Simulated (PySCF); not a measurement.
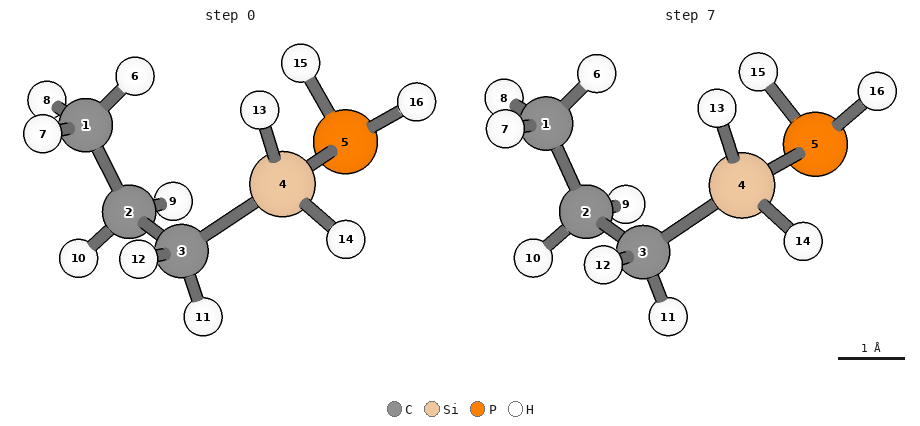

The structure of C₃H₁₁PSi before (left) and after (right) a relaxation, at one scale.

A ball-and-stick model, seen at a tilt.

The start comes from GFN2-xTB.

These are results of PySCF 2.14.0, density-fitted response routines, PBE0-D3(BJ)/def2-SVP geometry optimisation, gas phase, not measurements. 

### Describe what moved and what it gained.

The atom that moves furthest after the best rigid fit is H16 (0.22 Å). By element the largest moves are H 0.22 Å, P 0.16 Å, C 0.06 Å, Si 0.02 Å. Near-neighbour distances that change, for instance: P5–H15 1.383 → 1.430 Å, Si4–P5 2.245 → 2.272 Å, Si4–H13 1.470 → 1.497 Å, C3–Si4 1.907 → 1.891 Å. Among the angles between lasting bonds that change: Si4–C3–H12 110.0° → 107.7°, H9–C2–H10 107.4° → 105.4°. Over 7 geometry steps the energy falls by 0.117 eV. The largest force component goes from 1.1 to 0.0068 eV/Å. The run took roughly 60 core-seconds on a shared host.
